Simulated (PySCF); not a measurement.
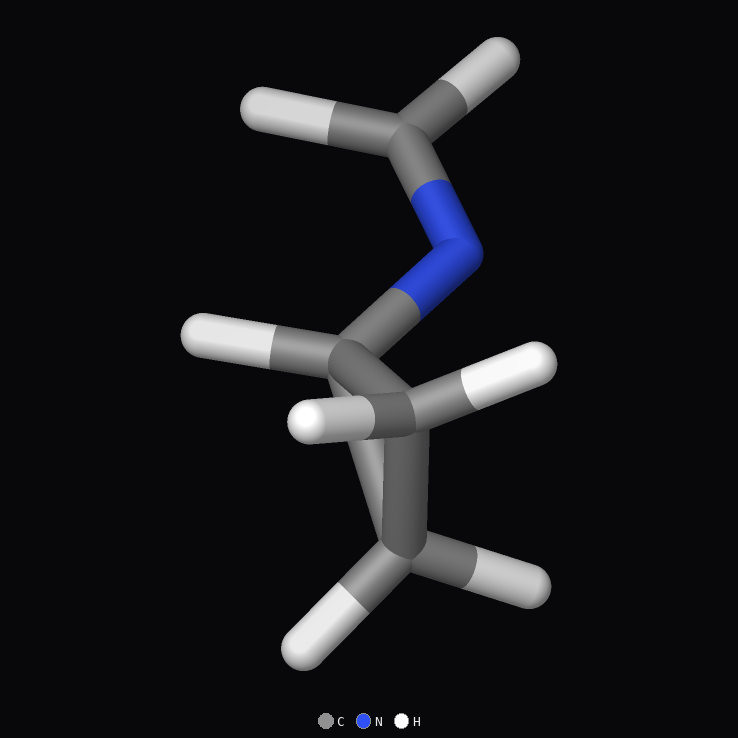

A stick model of a molecule.

The computed structure is the end point of a GFN2-xTB optimisation. No frequency run is at hand to confirm it as a minimum.

Description:

The molecule is C4H7N. Its SMILES string is `C=NC1CC1`. Independent rings (smallest set): 1 of 3 members. Among its groups: imine. This geometry has Cs symmetry. Coordination, clear cases only: 1 C trigonal planar; 1 N bent.

More results for the same structure follow; atom numbers are the same in all pictures, views and colours differ.

**Geometry**

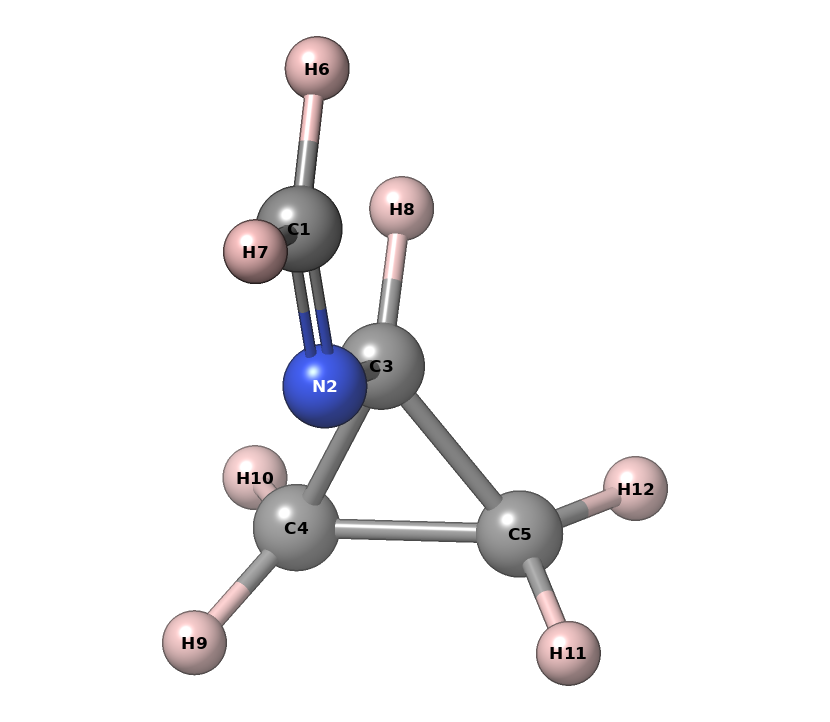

C3 lies behind N2. The molecule seen a little off the N2–C3 bond, N2 in front. Distant atoms are faded towards the background colour. No frequency run is at hand to confirm it as a minimum.

What is the torsion angle C1–N2–C3–C4? The sign is positive where the front bond must turn clockwise to cover the back bond.

−146°, anticlinal.

**Electronic properties**

No frequency run is at hand to confirm it as a minimum. Method: PBE0/pcSseg-1, gas phase (PySCF 2.14.0).

Estimate the dipole moment.

1.34 D.

Estimate the HOMO energy (Kohn–Sham orbital).

−7.26 eV.

What is the LUMO energy (Kohn–Sham orbital)?

−0.10 eV.

**Charges**

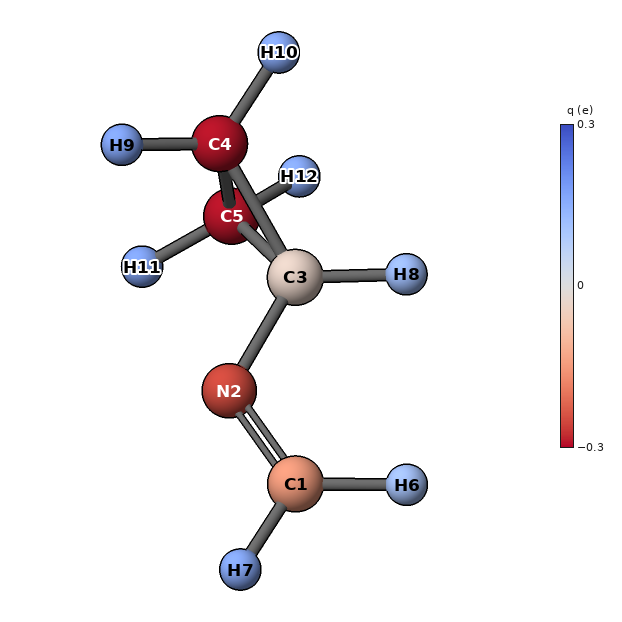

Atoms are coloured by their IAO charges. No frequency run is at hand to confirm it as a minimum. Method: PBE0/pcSseg-1, gas phase (PySCF 2.14.0).

List the IAO charges.

```csv
atom,value (e)
C1,−0.14
N2,−0.24
C3,−0.03
C4,−0.29
C5,−0.29
H6,0.10
H7,0.15
H8,0.11
H9,0.16
H10,0.15
H11,0.16
H12,0.15
```

**NMR shielding**

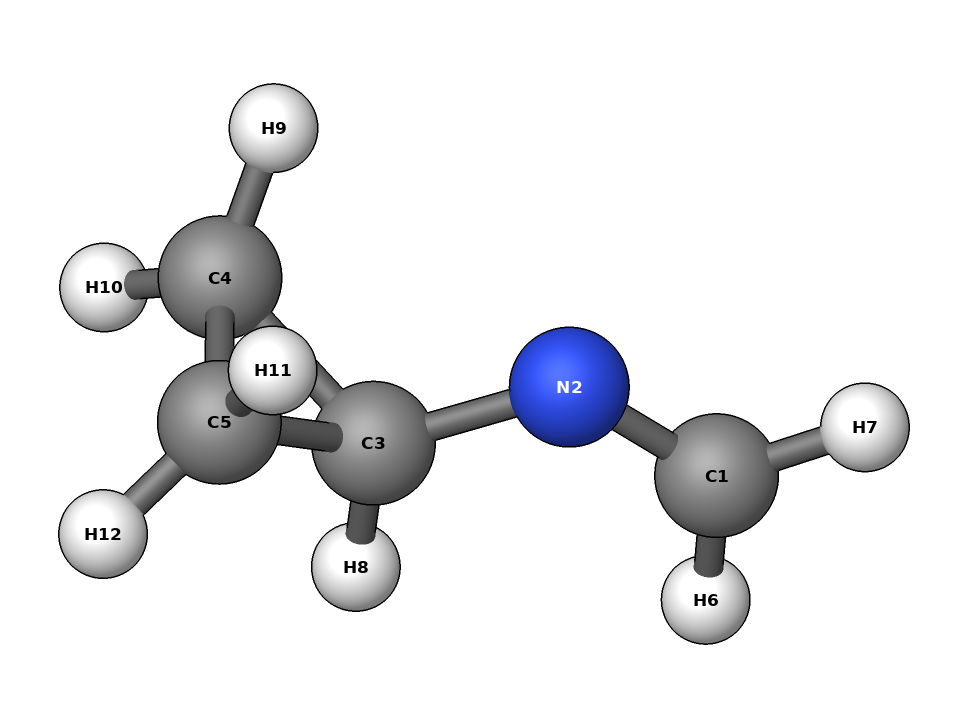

No frequency run is at hand to confirm it as a minimum. Method: GIAO PBE0/pcSseg-1 NMR shielding, non-relativistic, gas phase (PySCF 2.14.0). Principal shieldings σ11 ≤ σ22 ≤ σ33, span Ω = σ33 − σ11, skew κ = 3(σiso − σ22)/Ω.

Give the shielding tensors of the N atoms.

| atom | σ11 | σ22 | σ33 | σiso | Ω | κ |
| --- | --- | --- | --- | --- | --- | --- |
| N2 | −505.7 | −180.9 | 236.9 | −149.9 | 742.5 | 0.13 |

Shieldings and span in ppm.
